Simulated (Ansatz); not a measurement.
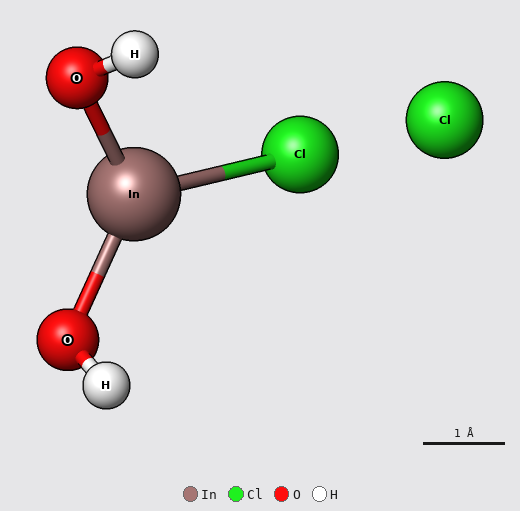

*The starting structure (ball-and-stick view, seen at a tilt). Sticks mark near contacts.*

Geometry relaxation of InH2Cl2O2 (part 1 of 2)

- system: InH2Cl2O2, multiplicity 2
- method: UKS PBE0/def2-SVP (Ansatz 0.2.0)

The run did not end well. The input holds or restrains some coordinates. It belongs to a series of runs on one base structure; here: pulled along the bonds that form and break, towards end A.

What the program printed
```
The last accepted step is kept in [file] (removed where the run ends without a failure and the disk answers)
Engine: ansatz 0.2.0, x86_64-unknown-linux-gnu
Functional definition: PBE0
  parameter a = 0.25
  parameter kappa = 0.804
  parameter beta = 0.06672455060314922
  exchange = (1 - a)*pbe_x(kappa = kappa, mu = beta*pi^2/3) + a*exact_x
  correlation = pbe_c(beta = beta)
1093 factors; integrals over basis functions are off by at most 6.3e-4 eV
mean field evaluation 1: about -34311.0917 eV, gradient 5.1e1 eV
mean field evaluation 2: about -34228.0974 eV, gradient 1.3e2 eV
mean field evaluation 4: about -34320.3144 eV, gradient 1.2e1 eV
mean field evaluation 8: about -34321.2488 eV, gradient 3.0e-1 eV
mean field evaluation 16: about -34321.2948 eV, gradient 1.9e-3 eV
mean field evaluation 32: about -34321.1908 eV, gradient 1.5e0 eV
mean field -34321.29477776 eV, -1261.2843192737 hartree, gradient 2.3e-5 eV, S^2 0.765282; 4 other end points of the search recorded, 0 dependent functions left out
the calculation of the forces begins
reference -34321.29481700 eV, -1261.2843207157 hartree; 37, 36 occupied and 63, 64 virtual orbitals, 1093 factors
relax step   1: F+E_penalty+E_count = -34321.29477776 eV  Δ(F+E_penalty+E_count) = +0.000e0 eV  max|allowed force component| = 2.199e0 eV/Å  E_restraint = 13.08750000 eV  max|allowed force component, restraints' pulls added| = 3.670e1 eV/Å  Δτ_max = 0.0000 Å  (67 SCF iters, accepted)
  distance Cl 1 - Cl 6 = 2.3400 Å
  distance In 0 - Cl 1 = 2.6900 Å
these checks for a lower state are left out or cut short: starts, cluster_reference, orbital_swaps, neighbouring_geometries, increment
1093 factors; integrals over basis functions are off by at most 2.5e-4 eV
mean field -34321.81209330 eV, -1261.3033302690 hartree, gradient 1.9e-5 eV, S^2 0.754101; 0 other end points of the search recorded, 0 dependent functions left out
[... from here on the field's lines of each further geometry are left out, up to the last ...]
relax step   2: F+E_penalty+E_count = -34321.81209330 eV  Δ(F+E_penalty+E_count) = -5.173e-1 eV  max|allowed force component| = 1.267e0 eV/Å  E_restraint = 4.33651700 eV  max|allowed force component, restraints' pulls added| = 1.840e1 eV/Å  Δτ_max = 0.1950 Å  (64 SCF iters, accepted)
relax step   3: F+E_penalty+E_count = -34321.92473637 eV  Δ(F+E_penalty+E_count) = -1.126e-1 eV  max|allowed force component| = 2.923e-1 eV/Å  E_restraint = 0.58764629 eV  max|allowed force component, restraints' pulls added| = 5.418e0 eV/Å  Δτ_max = 0.1988 Å  (112 SCF iters, accepted)
relax step   4: F+E_penalty+E_count = -34321.89956412 eV  Δ(F+E_penalty+E_count) = +2.517e-2 eV  max|allowed force component| = 1.364e0 eV/Å  E_restraint = 0.01026231 eV  max|allowed force component, restraints' pulls added| = 1.364e0 eV/Å  Δτ_max = 0.1943 Å  (75 SCF iters, accepted)
relax step   5: F+E_penalty+E_count = -34321.99012490 eV  Δ(F+E_penalty+E_count) = -9.056e-2 eV  max|allowed force component| = 6.943e-1 eV/Å  E_restraint = 0.00987264 eV  max|allowed force component, restraints' pulls added| = 2.717e-1 eV/Å  Δτ_max = 0.2000 Å  (66 SCF iters, accepted)
relax step   6: F+E_penalty+E_count = -34321.97724988 eV  Δ(F+E_penalty+E_count) = +1.288e-2 eV  max|allowed force component| = 7.002e-1 eV/Å  E_restraint = 0.00746322 eV  max|allowed force component, restraints' pulls added| = 4.669e-1 eV/Å  Δτ_max = 0.1996 Å  (113 SCF iters, rejected (line search))
relax step   7: F+E_penalty+E_count = -34322.01230096 eV  Δ(F+E_penalty+E_count) = -2.218e-2 eV  max|allowed force component| = 7.355e-1 eV/Å  E_restraint = 0.00970040 eV  max|allowed force component, restraints' pulls added| = 1.705e-1 eV/Å  Δτ_max = 0.0998 Å  (104 SCF iters, accepted)
relax step   8: F+E_penalty+E_count = -34322.03209806 eV  Δ(F+E_penalty+E_count) = -1.980e-2 eV  max|allowed force component| = 7.691e-1 eV/Å  E_restraint = 0.00913389 eV  max|allowed force component, restraints' pulls added| = 2.581e-1 eV/Å  Δτ_max = 0.1000 Å  (106 SCF iters, accepted)
relax step   9: F+E_penalty+E_count = -34322.05869109 eV  Δ(F+E_penalty+E_count) = -2.659e-2 eV  max|allowed force component| = 7.645e-1 eV/Å  E_restraint = 0.00899415 eV  max|allowed force component, restraints' pulls added| = 3.458e-1 eV/Å  Δτ_max = 0.1500 Å  (104 SCF iters, accepted)
relax step  10: F+E_penalty+E_count = -34321.93969205 eV  Δ(F+E_penalty+E_count) = +1.190e-1 eV  max|allowed force component| = 2.891e0 eV/Å  E_restraint = 0.00819457 eV  max|allowed force component, restraints' pulls added| = 2.891e0 eV/Å  Δτ_max = 0.1973 Å  (109 SCF iters, rejected (line search))
relax step  11: F+E_penalty+E_count = -34322.07912820 eV  Δ(F+E_penalty+E_count) = -2.044e-2 eV  max|allowed force component| = 7.708e-1 eV/Å  E_restraint = 0.00960331 eV  max|allowed force component, restraints' pulls added| = 2.602e-1 eV/Å  Δτ_max = 0.0986 Å  (66 SCF iters, accepted)
relax step  12: F+E_penalty+E_count = -34322.09765830 eV  Δ(F+E_penalty+E_count) = -1.853e-2 eV  max|allowed force component| = 7.566e-1 eV/Å  E_restraint = 0.00986995 eV  max|allowed force component, restraints' pulls added| = 2.111e-1 eV/Å  Δτ_max = 0.1000 Å  (65 SCF iters, accepted)
relax step  13: F+E_penalty+E_count = -34322.12063883 eV  Δ(F+E_penalty+E_count) = -2.298e-2 eV  max|allowed force component| = 7.539e-1 eV/Å  E_restraint = 0.01024479 eV  max|allowed force component, restraints' pulls added| = 2.521e-1 eV/Å  Δτ_max = 0.1500 Å  (65 SCF iters, accepted)
relax step  14: F+E_penalty+E_count = -34322.14340063 eV  Δ(F+E_penalty+E_count) = -2.276e-2 eV  max|allowed force component| = 7.311e-1 eV/Å  E_restraint = 0.01059734 eV  max|allowed force component, restraints' pulls added| = 7.748e-2 eV/Å  Δτ_max = 0.2000 Å  (105 SCF iters, accepted)
relax step  15: F+E_penalty+E_count = -34322.14706114 eV  Δ(F+E_penalty+E_count) = -3.661e-3 eV  max|allowed force component| = 7.259e-1 eV/Å  E_restraint = 0.01149588 eV  max|allowed force component, restraints' pulls added| = 6.720e-1 eV/Å  Δτ_max = 0.1942 Å  (66 SCF iters, accepted)
relax step  16: F+E_penalty+E_count = -34322.16719089 eV  Δ(F+E_penalty+E_count) = -2.013e-2 eV  max|allowed force component| = 6.443e-1 eV/Å  E_restraint = 0.01147911 eV  max|allowed force component, restraints' pulls added| = 9.953e-2 eV/Å  Δτ_max = 0.2000 Å  (70 SCF iters, accepted)
relax step  17: F+E_penalty+E_count = -34322.16954445 eV  Δ(F+E_penalty+E_count) = -2.354e-3 eV  max|allowed force component| = 6.977e-1 eV/Å  E_restraint = 0.01284025 eV  max|allowed force component, restraints' pulls added| = 6.341e-1 eV/Å  Δτ_max = 0.1951 Å  (69 SCF iters, accepted)
relax step  18: F+E_penalty+E_count = -34322.18804417 eV  Δ(F+E_penalty+E_count) = -1.850e-2 eV  max|allowed force component| = 6.685e-1 eV/Å  E_restraint = 0.01023917 eV  max|allowed force component, restraints' pulls added| = 8.894e-2 eV/Å  Δτ_max = 0.2000 Å  (64 SCF iters, accepted)
relax step  19: F+E_penalty+E_count = -34322.19224387 eV  Δ(F+E_penalty+E_count) = -4.200e-3 eV  max|allowed force component| = 6.880e-1 eV/Å  E_restraint = 0.00764038 eV  max|allowed force component, restraints' pulls added| = 3.965e-1 eV/Å  Δτ_max = 0.1951 Å  (114 SCF iters, accepted)
relax step  20: F+E_penalty+E_count = -34322.20068872 eV  Δ(F+E_penalty+E_count) = -8.445e-3 eV  max|allowed force component| = 6.870e-1 eV/Å  E_restraint = 0.00720580 eV  max|allowed force component, restraints' pulls added| = 4.060e-1 eV/Å  Δτ_max = 0.1484 Å  (63 SCF iters, accepted)
relax step  21: F+E_penalty+E_count = -34322.22100774 eV  Δ(F+E_penalty+E_count) = -2.032e-2 eV  max|allowed force component| = 6.357e-1 eV/Å  E_restraint = 0.00796980 eV  max|allowed force component, restraints' pulls added| = 1.840e-1 eV/Å  Δτ_max = 0.2000 Å  (107 SCF iters, accepted)
relax step  22: F+E_penalty+E_count = -34322.23571814 eV  Δ(F+E_penalty+E_count) = -1.471e-2 eV  max|allowed force component| = 6.167e-1 eV/Å  E_restraint = 0.00602978 eV  max|allowed force component, restraints' pulls added| = 3.544e-1 eV/Å  Δτ_max = 0.1928 Å  (69 SCF iters, accepted)
relax step  23: F+E_penalty+E_count = -34322.26566186 eV  Δ(F+E_penalty+E_count) = -2.994e-2 eV  max|allowed force component| = 5.228e-1 eV/Å  E_restraint = 0.00615409 eV  max|allowed force component, restraints' pulls added| = 3.336e-1 eV/Å  Δτ_max = 0.1982 Å  (68 SCF iters, accepted)
the calculation of the forces begins
reference -34322.30982258 eV, -1261.3216214827 hartree; 37, 36 occupied and 63, 64 virtual orbitals, 1093 factors
relax step  24: F+E_penalty+E_count = -34322.30978620 eV  Δ(F+E_penalty+E_count) = -4.412e-2 eV  max|allowed force component| = 5.316e-1 eV/Å  E_restraint = 0.00610890 eV  max|allowed force component, restraints' pulls added| = 2.367e-1 eV/Å  Δτ_max = 0.1953 Å  (69 SCF iters, accepted)
  distance Cl 1 - Cl 6 = 3.2329 Å
  distance In 0 - Cl 1 = 2.4211 Å
these checks for a lower state are left out or cut short: starts, cluster_reference, orbital_swaps, neighbouring_geometries, increment
1093 factors; integrals over basis functions are off by at most 5.1e-4 eV
mean field -34322.35999123 eV, -1261.3234651464 hartree, gradient 1.0e-5 eV, S^2 0.752929; 0 other end points of the search recorded, 0 dependent functions left out
the calculation of the forces begins
reference -34322.36002766 eV, -1261.3234664852 hartree; 37, 36 occupied and 63, 64 virtual orbitals, 1093 factors
relax step  25: F+E_penalty+E_count = -34322.35999123 eV  Δ(F+E_penalty+E_count) = -5.021e-2 eV  max|allowed force component| = 5.633e-1 eV/Å  E_restraint = 0.00176741 eV  max|allowed force component, restraints' pulls added| = 4.557e-1 eV/Å  Δτ_max = 0.1950 Å  (71 SCF iters, accepted)
  distance Cl 1 - Cl 6 = 3.2422 Å
  distance In 0 - Cl 1 = 2.4294 Å
```

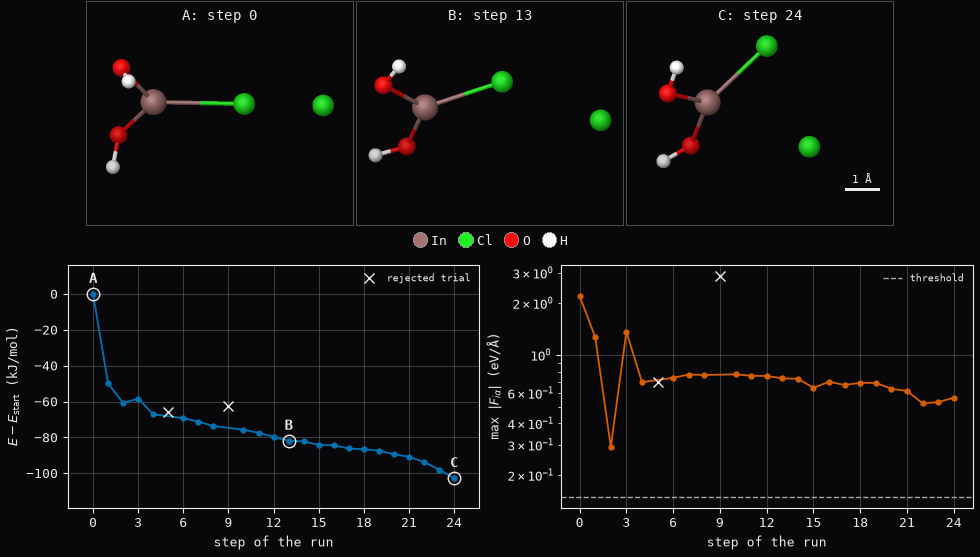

*Frames of the restrained relaxation (ball-and-stick view, seen at a tilt) above the curves, on which the letters mark them (the first geometry is step 0 here and step 1 in the log).*

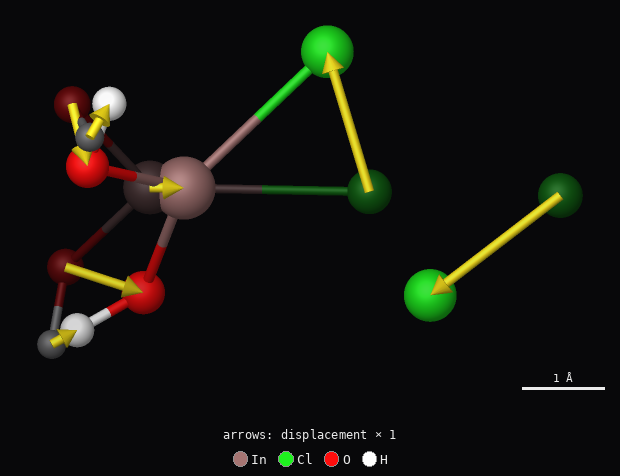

*Start (faint) and end (solid) with the displacements as yellow arrows, at true length (ball-and-stick view, seen at a tilt). The two geometries are laid on each other by the best rigid fit.*

The relaxation stopped without meeting its thresholds, so the last structure isn't shown to be converged. The energy falls by 102.8 kJ/mol in 24 geometry steps. Largest force component: 2.2 eV/Å at the start, 0.56 eV/Å at the end. The line search rejected the trial steps at points 5, 9 (counted from 0) and went back. The largest move after the best rigid fit is that of Cl7, 2.01 Å. By element the largest moves are Cl 2.01 Å, O 1.00 Å, H 0.50 Å, In 0.42 Å. Among the contacts that change: In1–Cl2 2.690 → 2.429 Å, O3–H4 1.010 → 0.968 Å, In1–O3 1.990 → 1.980 Å. Among the angles that change: Cl2–In1–O5 120.0° → 112.9°, Cl2–In1–O3 120.0° → 125.4°, In1–O5–H6 109.5° → 112.0°. (Atoms are counted from 1 in the order of the input.)

```
Unfinished report: {"positions_ang":[[-0.07664712157798956,-0.04458235883591007,0.41269973530598403],[-1.195607664335661,1.3152938172679185,2.086165961452555],[1.8703316017818268,-0.0501836770451048,0.05339366960464025],[2.0428277959612267,-0.5702481720879173,-0.7443766746602081],[-1.3421983100098485,-0.9072323623043016,-0.858297680915477],[-2.2615889231642563,-0.6869206897446037,-0.6582642255982466],[0.753082621344702,-0.8547265572500811,3.502279214810753]],"unchecked":["starts","cluster_reference","orbital_swaps","neighbouring_geometries","increment"],"mean_field":{"relativity":"none","state":{"energy":{"ev":-34322.360027657356,"hartree":-1261.323466485203},"converged":true,"gradient_ev":0.000010041008646169383,"stability":{"kind":"minimum","curvature_ev":0.5259611443423633},"curvature_floor_ev":0.00030000000000000003,"spin_squared":0.7529286465667013},"others":[],"fillings":{"estimated":0,"unestimated":0,"tried":0,"untried":0,"excluded_magnetic_sites":0},"n_dropped_functions":0,"n_trapped_functions":0,"passes":{"evaluations":8,"products":63},"factors":{"origin":"Cholesky decomposition","count":1093,"bound_ev":0.0005051160777745718},"gradient_stop_ev":0.0000157788343302709,"reference_kind":"stationary","functional":{"name":"PBE0","citations":["Adamo & Barone, J. Chem. Phys. 110, 6158 (1999) doi:10.1063/1.478522","Perdew, Burke & Ernzerhof, Phys. Rev. Lett. 77, 3865 (1996) doi:10.1103/PhysRevLett.77.3865"],"text":"name \"PBE0\"\ncite \"Adamo & Barone, J. Chem. Phys. 110, 6158 (1999) doi:10.1063/1.478522\"\ncite \"Perdew, Burke & Ernzerhof, Phys. Rev. Lett. 77, 3865 (1996) doi:10.1103/PhysRevLett.77.3865\"\nparent pbe\nparameter a = 0.25\nparameter kappa = 0.804\nparameter beta = 0.06672455060314922\nexchange = (1 - a)*pbe_x(kappa = kappa, mu = beta*pi^2/3) + a*exact_x\ncorrelation = pbe_c(beta = beta)\n","parameters":{"a":{"value":0.25,"default":0.25},"beta":{"value":0.06672455060314922,"default":0.06672455060314922},"kappa":{"value":0.804,"default":0.804}},"final_grid":{"core_spheres":13.0,"valence_spheres":11.0,"degree":36.0},"final_grid_parameter_source":"default","radial_points_factor":1.0,"radial_grid_error_ev":3.235511906987185e-7,"grid_sensitivity":"normal","grid_sensitivity_ratio":0.001870803151768979},"unsmoothed_excess_ev":-0.00003643084045382404,"symmetry":{"irreps":["A"],"axes":[[0.9923153065356738,0.11456756862816105,0.046739754317320574],[-0.11439031152831881,0.993414889974858,-0.006458560574522513],[-0.04717190947445366,0.0010623534591711402,0.9988862209289213]],"occupied":[{"A":37},{"A":36}]},"held":{"pivots":1093,"left_out":0,"joined":0},"density_repulsion":{"missed_ev":0.000015607241560373634,"excess_ev":3.474505067261582e-8,"most_excess_ev":0.0001971,"are_drawn_again":false,"n_first_factors":1093,"energy_change_ev":0.0,"n_dropped_ends":0}},"factors":{"origin":"Cholesky decomposition","count":1093,"bound_ev":0.0005051160777745718},"n_frozen":0,"n_occupied":[37,36],"n_virtual":[63,64],"reference":{"ev":-34322.360027657356,"hartree":-1261.323466485203},"total":{"ev":-34322.360027657356,"hartree":-1261.323466485203},"forces_ev_per_angstrom":[[-0.2322545227400515,0.2531174470280427,0.532316031968467],[0.5632735826100999,-0.5511107161788559,-0.24302425794556945],[-0.020243354681264356,-0.002557404810514653,-0.031364538417446415],[-0.003955153922107222,0.056297741374850795,0.056033333042337055],[-0.01981662698080921,0.0025639150054472737,0.07570756800240079],[0.06409488662178038,-0.03324932978298909,0.02794063047869478],[-0.3510988109119643,0.2749383473755932,-0.41760876712053957]],"charge_distribution":{"dipole_moment_e_ang":[-0.14143429769526192,-0.15264901082312,-0.295900558326639],"mulliken_charges_e":[0.8438757772112169,-0.2605366560730076,-0.46522443900046007,0.2013517388595154,-0.4802191392491739,0.20308222601525516,-0.04232950776341937],"lowdin_charges_e":[-0.127053807341742,0.09431790092857995,0.0019565154320870803,-0.015142062373208809,-0.008130386146154578,-0.019696392386859607,0.07374823188719049]},"n_threads":4,"memory_gib":4.261363637633622,"seconds":{"hamiltonian":7.007614592,"orbitals":0.0,"second_order":0.0,"solver_start":0.0,"cycles":0.0,"cycle":0.0,"perturbative":0.0,"full_ci_increment":0.0,"forces":0.0}}
this run last wrote the structure of step 25 to [file]
Error: geometry relaxation did not converge after 25 steps: max|allowed force component| = 5.63e-1 eV/Å without the restraints, 4.56e-1 eV/Å with the forces of `relax.restrain` added, the figure compared with `relax.f_tol` (threshold 1.5e-1). Raise `relax.max_steps` over both its present limit and 25, loosen `relax.f_tol`, or start from a geometry closer to equilibrium; or lower a very stiff `relax.restrain[].k`, which can take fewer steps but ends farther from `at`. Where this run's directory can be resumed (`checkpoint.write`), a resume goes on for up to `relax.max_steps` more
```
